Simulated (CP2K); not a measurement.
**PM3 run of GeSiH4O2 (SMILES [OH][Ge][O][SiH3])**

Aim: the energy change on altering one bond length of GeSiH4O2 at PM3, from 2 runs. 

The calculation is run with CP2K 2026.2.

6 further runs of the same task are left out: 2 that didn't finish, 4 set aside as unsound or not needed. Runs told in other sessions of the task aren't counted.

**1. Starting point**

GeSiH4O2: 8 atoms, total charge 0, spin state singlet. SMILES: `[OH][Ge][O][SiH3]`. The coordinates come from a PBE0-D4/def2-TZVP relaxation. This is one conformer, not always the lowest.

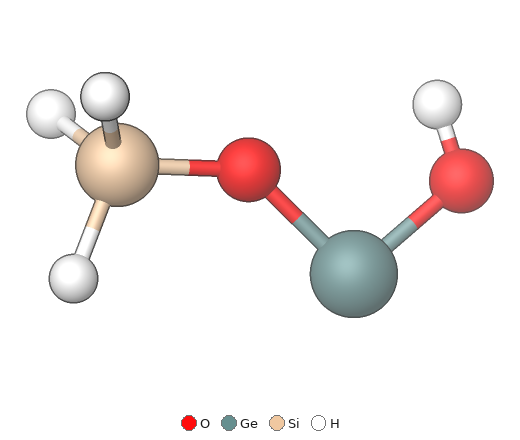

Viewed from a chosen angle; oxygen red, germanium teal, silicon light orange, hydrogen white.

**2. The energy at PM3**

molecule.inp

```
&GLOBAL
  PROJECT molecule
  RUN_TYPE ENERGY
  PRINT_LEVEL MEDIUM
&END GLOBAL

&FORCE_EVAL
  METHOD Quickstep
  &DFT
    &QS
      METHOD PM3
      EPS_DEFAULT 1.0E-10
      &SE
        &COULOMB
          CUTOFF [angstrom] 50
          RC_RANGE [angstrom] 0
        &END COULOMB
        &EXCHANGE
          CUTOFF [angstrom] 50
          RC_RANGE [angstrom] 0
        &END EXCHANGE
      &END SE
    &END QS
    ! cluster boundary conditions
    &POISSON
      PERIODIC NONE
      POISSON_SOLVER ANALYTIC
    &END POISSON
    &SCF
      SCF_GUESS ATOMIC
      EPS_SCF 1.0E-06
      MAX_SCF 80
      ADDED_MOS 8
      &DIAGONALIZATION
        ALGORITHM STANDARD
      &END DIAGONALIZATION
      &MIXING
        METHOD DIRECT_P_MIXING
        ALPHA 0.4
      &END MIXING
    &END SCF
    &PRINT
      &MOMENTS
        PERIODIC F
        REFERENCE COM
        MAX_MOMENT 1
      &END MOMENTS
      &MO ON
        ENERGIES T
        OCCUPATION_NUMBERS T
        NDIGITS 6
        &EACH
          QS_SCF 0
        &END EACH
        ADD_LAST NUMERIC
      &END MO
      &HIRSHFELD OFF
      &END HIRSHFELD
    &END PRINT
  &END DFT
  &SUBSYS
    ! box in angstrom
    &CELL
      ABC 19.7 20.8 18.2
      PERIODIC NONE
    &END CELL
    &COORD
      O      1.410100     2.505300     0.149500
      Ge     1.623900     0.902600    -0.581400
      O      0.084300     0.200200     0.031000
      Si    -0.715100    -1.229100    -0.056600
      H      0.587200     2.577300     0.646600
      H     -2.046000    -1.018000    -0.682500
      H      0.048600    -2.214700    -0.872700
      H     -0.900800    -1.780800     1.310300
    &END COORD
    &TOPOLOGY
      &CENTER_COORDINATES
      &END CENTER_COORDINATES
    &END TOPOLOGY
  &END SUBSYS
&END FORCE_EVAL
```

Launch:

```bash
$ OMP_NUM_THREADS=1 cp2k.psmp -i molecule.inp -o molecule.out
```

The log of the run:

```text
CP2K| version string:                                       CP2K version 2026.2
[...]
 GLOBAL| Method name                                                        CP2K
[...]
 GLOBAL| Run type                                                         ENERGY
[...]
                             - Atoms:                                          8
[...]
                             - Spherical basis functions:                     20
[...]
 Number of electrons:                                                         24
[...]
     1 P_Mix/Diag. 0.40E+00    0.0     0.76130002       -25.3192043287 -2.53E+01
[...]
    20 DIIS/Diag.  0.18E-06    0.0     0.00000034       -29.8156697122 -1.03E-11
  *** SCF run converged in    20 steps ***
  Core-core repulsion energy [eV]:                           1159.08533364834034
  Core Hamiltonian energy [eV]:                             -1320.33659972055921
  Two-electron integral energy [eV]:                        -1300.14873481559721
  Electronic energy [eV]:                                   -1970.41096712835792
  Total energy [eV]:                                         -811.32563348001747
  Atomic reference energy [eV]:                               805.56570398785800
  Heat of formation [kcal/mol]:                              -132.82714008617873
[...]
 SE_DIPOLE| Moment [Debye]          0.39751335       1.30287729       0.26889794
 SE_DIPOLE| Derivative [a.u.]       0.00000000       0.00000000       0.00000000
 ENERGY| Total FORCE_EVAL ( QS ) energy [hartree]            -29.815669712238360
[...]
```

It took 0.22 s on 1 thread of Arm Neoverse V2, shared host.

**3. The distorted shape**

gas.inp

```
&global
  project gas
  run_type ENERGY
  print_level MEDIUM
&end global
&force_eval
  method Quickstep
  &dft
    &qs
      method PM3
      eps_default 1.0E-10
      &se
        &coulomb
          cutoff [angstrom] 50
          rc_range [angstrom] 0
        &end coulomb
        &exchange
          cutoff [angstrom] 50
          rc_range [angstrom] 0
        &end exchange
      &end se
    &end qs
    &poisson
      periodic NONE
      poisson_solver ANALYTIC
    &end poisson
    &scf
      scf_guess ATOMIC
      eps_scf 1.0E-06
      max_scf 80
      added_mos 8
      &diagonalization
        algorithm STANDARD
      &end diagonalization
      &mixing
        method DIRECT_P_MIXING
        alpha 0.4
      &end mixing
    &end scf
    &print
      &moments
        periodic F
        reference COM
        max_moment 1
      &end moments
      &mo ON
        energies T
        occupation_numbers T
        ndigits 6
        &each
          qs_scf 0
        &end each
        add_last NUMERIC
      &end mo
      &hirshfeld OFF
      &end hirshfeld
    &end print
  &end dft
  &subsys
    &cell
      abc 20.7 20.8 18.5
      periodic NONE
    &end cell
    &coord
      O      2.474780     2.336426     0.650201
      Ge     2.688580     0.733726    -0.080699
      O      1.148980     0.031326     0.531701
      Si     0.349580    -1.397974     0.444101
      H      1.651880     2.408426     1.147301
      H     -2.046000    -1.018000    -0.682500
      H      1.113280    -2.383574    -0.371999
      H      0.163880    -1.949674     1.811001
    &end coord
    &topology
      &center_coordinates
      &end center_coordinates
    &end topology
  &end subsys
&end force_eval
```

Launch:

```bash
$ OMP_NUM_THREADS=1 cp2k.psmp -i gas.inp -o gas.out
```

The log of the run:

```text
CP2K| version string:                                       CP2K version 2026.2
[...]
 GLOBAL| Method name                                                        CP2K
[...]
 GLOBAL| Run type                                                         ENERGY
[...]
                             - Atoms:                                          8
[...]
                             - Spherical basis functions:                     20
[...]
 Number of electrons:                                                         24
[...]
     1 P_Mix/Diag. 0.40E+00    0.0     0.78322127       -25.3714233549 -2.54E+01
[...]
    22 DIIS/Diag.  0.16E-06    0.0     0.00000022       -29.6845012293 -3.69E-12
  *** SCF run converged in    22 steps ***
  Core-core repulsion energy [eV]:                           1135.36234722188533
  Core Hamiltonian energy [eV]:                             -1316.25034326460332
  Two-electron integral energy [eV]:                        -1253.73672299787177
  Electronic energy [eV]:                                   -1943.11870476353943
  Total energy [eV]:                                         -807.75635754165387
  Atomic reference energy [eV]:                               805.56570398785800
  Heat of formation [kcal/mol]:                               -50.51767506293693
[...]
 SE_DIPOLE| Moment [Debye]         -1.05174066       1.06508372      -0.20122624
 SE_DIPOLE| Derivative [a.u.]       0.00000000       0.00000000       0.00000000
 ENERGY| Total FORCE_EVAL ( QS ) energy [hartree]            -29.684501229327722
[...]
```

Wall time 0.22 s (1 thread of Arm Neoverse V2, shared host).

**4. Outcome**

At PM3:

```
                                                          quantity            value
                                         first shape: total energy     -29.81567 Eh
                                        first shape: dipole moment           1.39 D
                                          first shape: HOMO energy         -9.21 eV
                                          first shape: LUMO energy          0.02 eV
                                        first shape: HOMO–LUMO gap          9.22 eV
                                    first shape: heat of formation  -132.8 kcal/mol
                                     distorted shape: total energy     -29.68450 Eh
                                    distorted shape: dipole moment           1.51 D
                                      distorted shape: HOMO energy         -8.14 eV
                                      distorted shape: LUMO energy         -0.79 eV
                                    distorted shape: HOMO–LUMO gap          7.35 eV
                                distorted shape: heat of formation   -50.5 kcal/mol
energy change with the Si4–H6 bond stretched from 1.486 to 2.674 Å         3.569 eV
```

**Reading.** One bond (distorted shape) is far stretched, which a spin-restricted single reference describes badly. With the Si4–H6 bond stretched from 1.486 to 2.674 Å the energy rises by 3.57 eV (82 kcal/mol). The first shape isn't relaxed at this level, so the change isn't measured from a minimum. A restricted reference can't describe the breaking bond well at this length.
